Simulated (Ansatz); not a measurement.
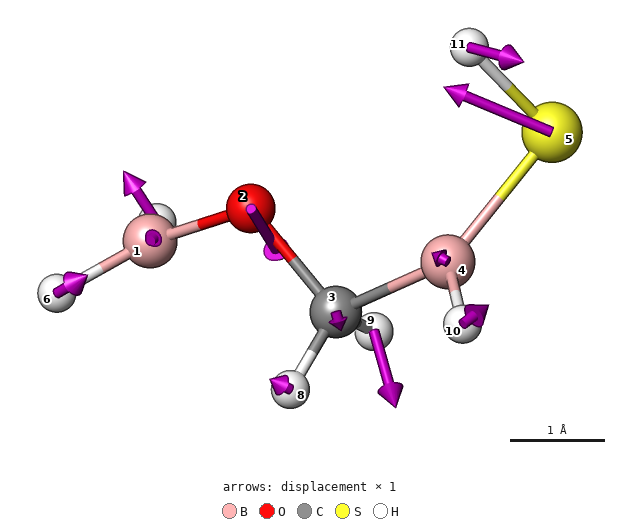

This is a relaxation of CH6B2OS. The starting structure is drawn; purple arrows show the displacements, at their true length. The two geometries are superimposed by the best rigid fit.

The picture is a ball-and-stick view, seen at a tilt.

The run prepares an end point of a later path (hydrogen shift) calculation, from a guessed geometry.

Level of theory: Ansatz, RKS BLYP-D4/def2-SVP.

The input:
```yaml
crystal:
  periodic: [false, false, false]
  atoms:
    - { symbol: B, position_ang: [-0.2858, 1.5732, 1.3458] }
    - { symbol: O, position_ang: [0.2748, 0.4079, 0.7552] }
    - { symbol: C, position_ang: [-0.5896, -0.0666, -0.2853] }
    - { symbol: B, position_ang: [0.1804, -1.3529, -0.9102] }
    - { symbol: S, position_ang: [1.7957, -1.262, -1.7521] }
    - { symbol: H, position_ang: [-1.0719, 1.5415, 2.2511] }
    - { symbol: H, position_ang: [-0.0416, 2.6855, 0.9011] }
    - { symbol: H, position_ang: [-1.5187, -0.3459, 0.1166] }
    - { symbol: H, position_ang: [-0.667, 0.6986, -1.047] }
    - { symbol: H, position_ang: [-0.4603, -2.3972, -0.8478] }
    - { symbol: H, position_ang: [2.4492, -1.5391, -0.5066] }
basis:
  gaussian: { orbitals: def2-SVP }
hamiltonian:
  xc: blyp
  dispersion: d4
relax:
  f_tol: 0.02
  max_steps: 50
```

Command:
```bash
ansatz run input.yaml --threads 2 --pin off --max-ram 3072MiB --backend cpu --events-out ev --progress --plain --runs-dir out
```

Q: What happened in the run?

A: The energy falls by 2.128 eV in 18 accepted moves (21 points after the start). The largest force component goes from 2.6 to 0.015 eV/Å. The line search rejected the trial steps at points 11, 16, 19 of the run. The forces were under the threshold at step 17, but the run went on from there. The atom that moves furthest after the best rigid fit is S5 (1.26 Å). By element the largest moves are S 1.26 Å, O 1.19 Å, H 0.97 Å, C 0.22 Å, B 0.22 Å. Near-neighbour distances that change, for instance: B1–O2 1.422 → 1.351 Å, S5–H11 1.434 → 1.365 Å, C3–H8 1.050 → 1.118 Å, C3–B4 1.624 → 1.576 Å. Bond angles that change, for instance: B1–O2–C3 109.6° → 123.6°, O2–C3–B4 104.8° → 114.2°, B4–S5–H11 89.6° → 97.3°. Groups turn about B1–O2 by about 90°, B4–S5 by about 90°, O2–C3 by about 70°. Cost: 33 s on 2 threads of Intel(R) Xeon(R) Platinum 8488C (Sapphire Rapids), on a shared host, peak memory 0.17 GiB.
